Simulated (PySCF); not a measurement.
# H2O3Si2: relaxation and vibrations and intensities

Aim: for H2O3Si2, 2 runs in a chain (relaxation and vibrations and intensities).

Program: PySCF 2.14.0. Level of theory: relaxation, pbe, def2-tzvp, and further levels as typed in the inputs. These are calculated values, not measurements.

**1. The starting structure**

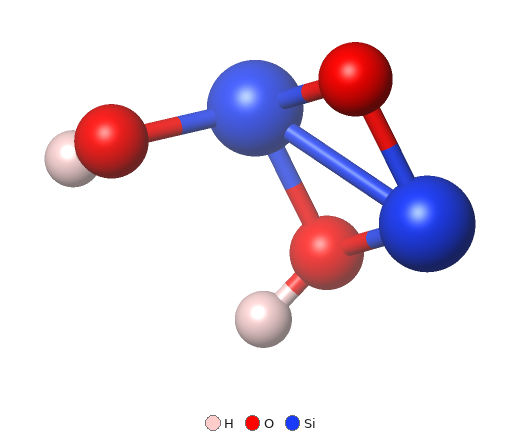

The starting structure, seen from a chosen angle (hydrogen pink, oxygen red, silicon blue).

Structure file:

```xyz
7

H     2.2190    1.0322   -1.2824
O     1.4623    1.5345   -0.9420
Si    1.0145    0.3500    0.1620
O    -0.4246    0.8887    0.9309
Si   -1.3345   -0.2578    0.0311
O     0.1045   -0.7965   -0.7378
H     0.3253   -0.7386   -1.6805
```

**2. Relaxation: H2O3Si2, charge +1**

The input, run.py:

```python
from pyscf import gto, dft
from pyscf.geomopt.geometric_solver import optimize
mol = gto.M(atom="mol.xyz", basis="def2-tzvp", charge=1, spin=1, verbose=4)
mf = dft.UKS(mol, xc="pbe").density_fit().run(conv_tol=1e-9)
for i in range(6):  # look for a lower solution of the same spin
    mo, _, ok, _ = mf.stability(return_status=True)
    if ok: break
    mf.kernel(mf.make_rdm1(mo, mf.mo_occ))
print(f"converged SCF energy = {mf.e_tot:.10f}, stable: {ok}")
mf = mf.newton()  # steadier than the usual iterations for open shells
m = optimize(mf, maxsteps=60)
print("optimised structure (A):")
for k in range(m.natm): print(m.atom_symbol(k), *(f"{x:.8f}" for x in m.atom_coords(unit="A")[k]))
```

Command:

```sh
$ python run.py
```

Log:

```text
|= 6.2094e-06  total 4 KF 13 JK
converged SCF energy = -805.304304932352  <S^2> = 0.75225484  2S+1 = 2.0022536

******** <class 'pyscf.grad.rhf.Gradients_Scanner'> for <class 'pyscf.scf.hf.SecondOrderDFUKS_Scanner'> ********
unit = Eh/Bohr
grid_response = False
--------------- SecondOrderDFUKS_Scanner gradients ---------------
         x                y                z
0 H    -0.0000428723     0.0001098375     0.0000805318
1 O     0.0001505821    -0.0001504498    -0.0000182432
2 Si     0.0000400406     0.0000927903    -0.0002213435
3 O    -0.0000751569     0.0000810156     0.0001187024
4 Si    -0.0001144198    -0.0000080581    -0.0000159656
5 O     0.0000339321    -0.0003406313     0.0001373497
6 H    -0.0000116061     0.0001317822    -0.0001189780
----------------------------------------------
cycle 15: E = -805.304304932  dE = -2.76456e-06  norm(grad) = 0.000576762

Geometry optimization cycle 16
Cartesian coordinates (Angstrom)
 Atom        New coordinates             dX        dY        dZ
   H   2.485055   1.802471  -1.018493    0.001700 -0.000816 -0.003805
   O   1.604615   1.388045  -1.052396   -0.000501  0.003535  0.000647
  Si   1.088801   0.305896   0.034539    0.001487  0.001811 -0.000232
   O  -0.299751   0.744703   0.890693    0.003631  0.004501  0.001162
  Si  -1.514698  -0.155875   0.203076    0.002238  0.004291  0.004414
   O  -0.050157  -0.766040  -0.847637   -0.001674  0.003455  0.002261
   H   0.064084  -1.320506  -1.646230   -0.003892  0.001337  0.003330
New geometry
   1 H      2.485055284960   1.802471076933  -1.018493173237 AA    4.696073892977   3.406176682853  -1.924673157158 Bohr
   2 O      1.604614986538   1.388045346124  -1.052395953447 AA    3.032282859929   2.623025552652  -1.988740126616 Bohr
   3 Si     1.088800512946   0.305896420303   0.034538638735 AA    2.057534773754   0.578060456857   0.065268567925 Bohr
   4 O     -0.299751372858   0.744703302253   0.890692617770 AA   -0.566448000164   1.407285285318   1.683165108758 Bohr
   5 Si    -1.514697894298  -0.155874983376   0.203076188549 AA   -2.862364181679  -0.294561028251   0.383758378778 Bohr
   6 O     -0.050157210636  -0.766039897336  -0.847636688119 AA   -0.094783391274  -1.447605606455  -1.601801193679 Bohr
   7 H      0.064083733700  -1.320506135586  -1.646229756966 AA    0.121100705733  -2.495394942064  -3.110923378775 Bohr

******** <class 'pyscf.scf.hf.SecondOrderDFUKS_Scanner'> ********
method = SecondOrderDFUKS_Scanner
initial guess = minao
damping factor = 0
level_shift factor = 0
DIIS = <class 'pyscf.scf.diis.CDIIS'>
diis_start_cycle = 1
diis_space = 8
diis_damp = 0
SCF conv_tol = 1e-09
SCF conv_tol_grad = None
SCF max_cycles = 50
direct_scf = False
number electrons alpha = 27  beta = 26
XC library pyscf.dft.libxc version 7.0.0
    S. Lehtola, C. Steigemann, M. J.T. Oliveira, and M. A.L. Marques.,  SoftwareX 7, 1–5 (2018)
XC functionals = pbe
    J. P. Perdew, K. Burke, and M. Ernzerhof.,  Phys. Rev. Lett. 77, 3865 (1996)
    J. P. Perdew, K. Burke, and M. Ernzerhof.,  Phys. Rev. Lett. 78, 1396 (1997)
    J. P. Perdew, K. Burke, and M. Ernzerhof.,  Phys. Rev. Lett. 77, 3865 (1996)
    J. P. Perdew, K. Burke, and M. Ernzerhof.,  Phys. Rev. Lett. 78, 1396 (1997)
radial grids:
    Treutler-Ahlrichs [JCP 102, 346 (1995); DOI:10.1063/1.469408] (M4) radial grids

becke partition: Becke, JCP 88, 2547 (1988); DOI:10.1063/1.454033
pruning grids: <function nwchem_prune at 0xffd1a5544220>
grids dens level: 3
symmetrized grids: False
atomic radii adjust function: <function treutler_atomic_radii_adjust at 0xffd1a5544860>
small_rho_cutoff = 0
******** <class 'pyscf.df.df_jk.DFUKS'> Newton solver flags ********
SCF tol = 1e-09
conv_tol_grad = None
max. SCF cycles = 50
direct_scf = False
max_cycle_inner = 12
max_stepsize = 0.05
ah_start_tol = 1e+09
ah_level_shift = 0
ah_conv_tol = 1e-12
ah_lindep = 1e-14
ah_start_cycle = 1
ah_max_cycle = 40
ah_grad_trust_region = 2.5
kf_interval = 4
kf_trust_region = 5
canonicalization = True
Set conv_tol_grad to 3.16228e-05
tot grids = 100224
[... the frontier-level lines of each cycle are left out ...]
Initial guess E= -805.30430615702  |g|= 0.00113671
macro= 0  E= -805.304306813281  delta_E= -6.5626e-07  |g|= 0.000117728  2 KF 8 JK
macro= 1  E= -805.304306813279  delta_E= 1.81899e-12  |g|= 8.24584e-06  1 KF 2 JK
Canonicalize SCF orbitals
macro X = 2  E=-805.304306813279  |g|= 8.24584e-06  total 4 KF 13 JK
converged SCF energy = -805.304306813279  <S^2> = 0.75225858  2S+1 = 2.0022573

******** <class 'pyscf.grad.rhf.Gradients_Scanner'> for <class 'pyscf.scf.hf.SecondOrderDFUKS_Scanner'> ********
unit = Eh/Bohr
grid_response = False
--------------- SecondOrderDFUKS_Scanner gradients ---------------
         x                y                z
0 H    -0.0000647887     0.0001003322     0.0000860645
1 O     0.0000920108    -0.0001109073     0.0000272402
2 Si    -0.0001069066    -0.0001258374    -0.0002378294
3 O    -0.0001054472     0.0000621591    -0.0000851638
4 Si     0.0002120495    -0.0000162081    -0.0000573031
5 O    -0.0000452527    -0.0001103132     0.0003839730
6 H    -0.0000033496     0.0001116471    -0.0001575510
----------------------------------------------
cycle 16: E = -805.304306813  dE = -1.88093e-06  norm(grad) = 0.000629845

Geometry optimization cycle 17
Cartesian coordinates (Angstrom)
 Atom        New coordinates             dX        dY        dZ
   H   2.489236   1.799744  -1.028278    0.004181 -0.002727 -0.009785
   O   1.603823   1.395434  -1.051789   -0.000792  0.007389  0.000607
  Si   1.091822   0.311318   0.034889    0.003021  0.005422  0.000350
   O  -0.292316   0.753994   0.894848    0.007435  0.009291  0.004155
  Si  -1.510625  -0.146384   0.213302    0.004073  0.009491  0.010225
   O  -0.053383  -0.757742  -0.842780   -0.003226  0.008298  0.004857
   H   0.056645  -1.316935  -1.638723   -0.007439  0.003571  0.007507
New geometry
   1 H      2.489236370167   1.799744413588  -1.028278096633 AA    4.703974998923   3.401024035897  -1.943163982525 Bohr
   2 O      1.603822956043   1.395434248559  -1.051789349476 AA    3.030786139211   2.636988554616  -1.987593811244 Bohr
   3 Si     1.091821889987   0.311318025254   0.034888900030 AA    2.063244348880   0.588305805370   0.065930465844 Bohr
   4 O     -0.292316208681   0.753994482106   0.894847868106 AA   -0.552397576179   1.424843070614   1.691017393872 Bohr
   5 Si    -1.510624953683  -0.146383726469   0.213301650451 AA   -2.854667439394  -0.276625152121   0.403081701270 Bohr
   6 O     -0.053382769328  -0.757742248556  -0.842780022291 AA   -0.100878813801  -1.431925322784  -1.592623425384 Bohr
   7 H      0.056644906801  -1.316934715937  -1.638723249281 AA    0.107043360205  -2.488645937053  -3.096738135098 Bohr

******** <class 'pyscf.scf.hf.SecondOrderDFUKS_Scanner'> ********
method = SecondOrderDFUKS_Scanner
initial guess = minao
damping factor = 0
level_shift factor = 0
DIIS = <class 'pyscf.scf.diis.CDIIS'>
diis_start_cycle = 1
diis_space = 8
diis_damp = 0
SCF conv_tol = 1e-09
SCF conv_tol_grad = None
SCF max_cycles = 50
direct_scf = False
number electrons alpha = 27  beta = 26
XC library pyscf.dft.libxc version 7.0.0
    S. Lehtola, C. Steigemann, M. J.T. Oliveira, and M. A.L. Marques.,  SoftwareX 7, 1–5 (2018)
XC functionals = pbe
    J. P. Perdew, K. Burke, and M. Ernzerhof.,  Phys. Rev. Lett. 77, 3865 (1996)
    J. P. Perdew, K. Burke, and M. Ernzerhof.,  Phys. Rev. Lett. 78, 1396 (1997)
    J. P. Perdew, K. Burke, and M. Ernzerhof.,  Phys. Rev. Lett. 77, 3865 (1996)
    J. P. Perdew, K. Burke, and M. Ernzerhof.,  Phys. Rev. Lett. 78, 1396 (1997)
radial grids:
    Treutler-Ahlrichs [JCP 102, 346 (1995); DOI:10.1063/1.469408] (M4) radial grids

becke partition: Becke, JCP 88, 2547 (1988); DOI:10.1063/1.454033
pruning grids: <function nwchem_prune at 0xffd1a5544220>
grids dens level: 3
symmetrized grids: False
atomic radii adjust function: <function treutler_atomic_radii_adjust at 0xffd1a5544860>
small_rho_cutoff = 0
******** <class 'pyscf.df.df_jk.DFUKS'> Newton solver flags ********
SCF tol = 1e-09
conv_tol_grad = None
max. SCF cycles = 50
[... 828 lines left out ...]
Canonicalize SCF orbitals
macro X = 2  E=-805.304318841922  |g|= 1.21234e-05  total 4 KF 12 JK
converged SCF energy = -805.304318841922  <S^2> = 0.75227247  2S+1 = 2.0022712

******** <class 'pyscf.grad.rhf.Gradients_Scanner'> for <class 'pyscf.scf.hf.SecondOrderDFUKS_Scanner'> ********
unit = Eh/Bohr
grid_response = False
--------------- SecondOrderDFUKS_Scanner gradients ---------------
         x                y                z
0 H     0.0000101282    -0.0000457362     0.0000178568
1 O    -0.0000246107     0.0000794299     0.0000545006
2 Si    -0.0000146246    -0.0000995801    -0.0000092600
3 O    -0.0000512255    -0.0000272399     0.0000048883
4 Si    -0.0000666154     0.0000054499     0.0000452747
5 O     0.0000584657     0.0000524327    -0.0000959349
6 H    -0.0000003721    -0.0000549981     0.0000376687
----------------------------------------------
cycle 26: E = -805.304318842  dE = -1.44028e-06  norm(grad) = 0.000228771

Geometry optimization cycle 27
Cartesian coordinates (Angstrom)
 Atom        New coordinates             dX        dY        dZ
   H   2.519794   1.796591  -1.116646   -0.001202  0.000465  0.001486
   O   1.615079   1.438323  -1.083321    0.000989 -0.005547 -0.003176
  Si   1.124911   0.365722   0.024438   -0.000569 -0.002100 -0.000515
   O  -0.221270   0.838956   0.926948   -0.002141 -0.001183 -0.003088
  Si  -1.476705  -0.055996   0.307720   -0.000758 -0.002457 -0.003743
   O  -0.066950  -0.697024  -0.799357    0.002286 -0.004208 -0.000334
   H   0.011023  -1.289699  -1.574322    0.003188  0.000012 -0.003488
New geometry
   1 H      2.519793956421   1.796590596614  -1.116646117639 AA    4.761720467969   3.395064185569  -2.110155340396 Bohr
   2 O      1.615078546801   1.438322887523  -1.083320759650 AA    3.052056123115   2.718036336111  -2.047179540795 Bohr
   3 Si     1.124911269100   0.365721634394   0.024437846649 AA    2.125774213035   0.691113726833   0.046180837240 Bohr
   4 O     -0.221270371324   0.838956397861   0.926948164086 AA   -0.418140401283   1.585397822409   1.751678161791 Bohr
   5 Si    -1.476704520101  -0.055996117419   0.307719657501 AA   -2.790567109898  -0.105817325960   0.581505875822 Bohr
   6 O     -0.066949778574  -0.697023863880  -0.799356763898 AA   -0.126516745605  -1.317184205020  -1.510565359586 Bohr
   7 H      0.011022568220  -1.289699361786  -1.574321929338 AA    0.020829635125  -2.437178576802  -2.975037278345 Bohr

******** <class 'pyscf.scf.hf.SecondOrderDFUKS_Scanner'> ********
method = SecondOrderDFUKS_Scanner
initial guess = minao
damping factor = 0
level_shift factor = 0
DIIS = <class 'pyscf.scf.diis.CDIIS'>
diis_start_cycle = 1
diis_space = 8
diis_damp = 0
SCF conv_tol = 1e-09
SCF conv_tol_grad = None
SCF max_cycles = 50
direct_scf = False
number electrons alpha = 27  beta = 26
XC library pyscf.dft.libxc version 7.0.0
    S. Lehtola, C. Steigemann, M. J.T. Oliveira, and M. A.L. Marques.,  SoftwareX 7, 1–5 (2018)
XC functionals = pbe
    J. P. Perdew, K. Burke, and M. Ernzerhof.,  Phys. Rev. Lett. 77, 3865 (1996)
    J. P. Perdew, K. Burke, and M. Ernzerhof.,  Phys. Rev. Lett. 78, 1396 (1997)
    J. P. Perdew, K. Burke, and M. Ernzerhof.,  Phys. Rev. Lett. 77, 3865 (1996)
    J. P. Perdew, K. Burke, and M. Ernzerhof.,  Phys. Rev. Lett. 78, 1396 (1997)
radial grids:
    Treutler-Ahlrichs [JCP 102, 346 (1995); DOI:10.1063/1.469408] (M4) radial grids

becke partition: Becke, JCP 88, 2547 (1988); DOI:10.1063/1.454033
pruning grids: <function nwchem_prune at 0xffd1a5544220>
grids dens level: 3
symmetrized grids: False
atomic radii adjust function: <function treutler_atomic_radii_adjust at 0xffd1a5544860>
small_rho_cutoff = 0
******** <class 'pyscf.df.df_jk.DFUKS'> Newton solver flags ********
SCF tol = 1e-09
conv_tol_grad = None
max. SCF cycles = 50
direct_scf = False
max_cycle_inner = 12
max_stepsize = 0.05
ah_start_tol = 1e+09
ah_level_shift = 0
ah_conv_tol = 1e-12
ah_lindep = 1e-14
ah_start_cycle = 1
ah_max_cycle = 40
ah_grad_trust_region = 2.5
kf_interval = 4
kf_trust_region = 5
canonicalization = True
Set conv_tol_grad to 3.16228e-05
tot grids = 100224
Initial guess E= -805.304319472548  |g|= 0.000965491
macro= 0  E= -805.304319873594  delta_E= -4.01046e-07  |g|= 8.62986e-05  2 KF 8 JK
macro= 1  E= -805.304319873594  delta_E= -4.54747e-13  |g|= 7.83679e-06  1 KF 2 JK
Canonicalize SCF orbitals
macro X = 2  E=-805.304319873594  |g|= 7.83679e-06  total 4 KF 13 JK
converged SCF energy = -805.304319873594  <S^2> = 0.7522696  2S+1 = 2.0022683

******** <class 'pyscf.grad.rhf.Gradients_Scanner'> for <class 'pyscf.scf.hf.SecondOrderDFUKS_Scanner'> ********
unit = Eh/Bohr
grid_response = False
--------------- SecondOrderDFUKS_Scanner gradients ---------------
         x                y                z
0 H    -0.0000054607    -0.0000303729     0.0000146643
1 O     0.0000085570     0.0000500072     0.0000710186
2 Si    -0.0001004539    -0.0001227965    -0.0000412616
3 O    -0.0000399556    -0.0000035566    -0.0000232952
4 Si    -0.0000826652     0.0000084185     0.0000824861
5 O     0.0001328992     0.0000225182    -0.0000660923
6 H    -0.0000048764    -0.0000132846     0.0000120171
----------------------------------------------
cycle 27: E = -805.304319874  dE = -1.03167e-06  norm(grad) = 0.000272763

Geometry optimization cycle 28
Cartesian coordinates (Angstrom)
 Atom        New coordinates             dX        dY        dZ
   H   2.519288   1.796436  -1.116170   -0.000506 -0.000155  0.000476
   O   1.615340   1.436131  -1.084163    0.000261 -0.002192 -0.000843
  Si   1.124673   0.364812   0.024607   -0.000238 -0.000910  0.000170
   O  -0.222168   0.838190   0.926113   -0.000897 -0.000766 -0.000836
  Si  -1.477172  -0.056715   0.305882   -0.000467 -0.000719 -0.001837
   O  -0.066443  -0.698536  -0.799455    0.000507 -0.001512 -0.000098
   H   0.011828  -1.290004  -1.575314    0.000806 -0.000305 -0.000992
New geometry
   1 H      2.519287551826   1.796435794454  -1.116170372381 AA    4.760763501977   3.394771651884  -2.109256312154 Bohr
   2 O      1.615339772502   1.436131056759  -1.084163340454 AA    3.052549768147   2.713894376257  -2.048771787752 Bohr
   3 Si     1.124673389330   0.364811960913   0.024607491741 AA    2.125324685420   0.689394693091   0.046501420004 Bohr
   4 O     -0.222167603556   0.838189976539   0.926112599514 AA   -0.419835924472   1.583949496014   1.750099173590 Bohr
   5 Si    -1.477171761483  -0.056714630699   0.305882351360 AA   -2.791450068143  -0.107175119277   0.578033870409 Bohr
   6 O     -0.066442532722  -0.698535547179  -0.799454567317 AA   -0.125558189867  -1.320040872441  -1.510750181262 Bohr
   7 H      0.011828353570  -1.290004405454  -1.575313715707 AA    0.022352348753  -2.437755025790  -2.976911482958 Bohr

******** <class 'pyscf.scf.hf.SecondOrderDFUKS_Scanner'> ********
method = SecondOrderDFUKS_Scanner
initial guess = minao
damping factor = 0
level_shift factor = 0
DIIS = <class 'pyscf.scf.diis.CDIIS'>
diis_start_cycle = 1
diis_space = 8
diis_damp = 0
SCF conv_tol = 1e-09
SCF conv_tol_grad = None
SCF max_cycles = 50
direct_scf = False
number electrons alpha = 27  beta = 26
XC library pyscf.dft.libxc version 7.0.0
    S. Lehtola, C. Steigemann, M. J.T. Oliveira, and M. A.L. Marques.,  SoftwareX 7, 1–5 (2018)
XC functionals = pbe
    J. P. Perdew, K. Burke, and M. Ernzerhof.,  Phys. Rev. Lett. 77, 3865 (1996)
    J. P. Perdew, K. Burke, and M. Ernzerhof.,  Phys. Rev. Lett. 78, 1396 (1997)
    J. P. Perdew, K. Burke, and M. Ernzerhof.,  Phys. Rev. Lett. 77, 3865 (1996)
    J. P. Perdew, K. Burke, and M. Ernzerhof.,  Phys. Rev. Lett. 78, 1396 (1997)
radial grids:
    Treutler-Ahlrichs [JCP 102, 346 (1995); DOI:10.1063/1.469408] (M4) radial grids

becke partition: Becke, JCP 88, 2547 (1988); DOI:10.1063/1.454033
pruning grids: <function nwchem_prune at 0xffd1a5544220>
grids dens level: 3
symmetrized grids: False
atomic radii adjust function: <function treutler_atomic_radii_adjust at 0xffd1a5544860>
small_rho_cutoff = 0
******** <class 'pyscf.df.df_jk.DFUKS'> Newton solver flags ********
SCF tol = 1e-09
conv_tol_grad = None
max. SCF cycles = 50
direct_scf = False
max_cycle_inner = 12
max_stepsize = 0.05
ah_start_tol = 1e+09
ah_level_shift = 0
ah_conv_tol = 1e-12
ah_lindep = 1e-14
ah_start_cycle = 1
ah_max_cycle = 40
ah_grad_trust_region = 2.5
kf_interval = 4
kf_trust_region = 5
canonicalization = True
Set conv_tol_grad to 3.16228e-05
tot grids = 100224
Initial guess E= -805.304320104685  |g|= 0.000307727
macro= 0  E= -805.30432015087  delta_E= -4.61846e-08  |g|= 3.91023e-05  2 KF 6 JK
macro= 1  E= -805.304320150872  delta_E= -2.72848e-12  |g|= 1.15262e-05  1 KF 2 JK
Canonicalize SCF orbitals
macro X = 2  E=-805.304320150872  |g|= 1.15262e-05  total 4 KF 11 JK
converged SCF energy = -805.304320150872  <S^2> = 0.75226898  2S+1 = 2.0022677

******** <class 'pyscf.grad.rhf.Gradients_Scanner'> for <class 'pyscf.scf.hf.SecondOrderDFUKS_Scanner'> ********
unit = Eh/Bohr
grid_response = False
--------------- SecondOrderDFUKS_Scanner gradients ---------------
         x                y                z
0 H    -0.0000102823    -0.0000231125     0.0000092420
1 O     0.0000186904     0.0000336193     0.0000744526
2 Si    -0.0000998093    -0.0001057912    -0.0000403885
3 O    -0.0000363840    -0.0000044686    -0.0000186423
4 Si    -0.0000896859     0.0000058402     0.0000756268
5 O     0.0001312642     0.0000098277    -0.0000593617
6 H    -0.0000067297    -0.0000053148     0.0000057870
----------------------------------------------
cycle 28: E = -805.304320151  dE = -2.77278e-07  norm(grad) = 0.000258803
optimised structure (A):
H 2.51928755 1.79643579 -1.11617037
O 1.61533977 1.43613106 -1.08416334
Si 1.12467339 0.36481196 0.02460749
O -0.22216760 0.83818998 0.92611260
Si -1.47717176 -0.05671463 0.30588235
O -0.06644253 -0.69853555 -0.79945457
H 0.01182835 -1.29000441 -1.57531372
```

Wall time 5.5 min (8 threads of Arm Neoverse V1, shared host).

[end of part 1 of 2]
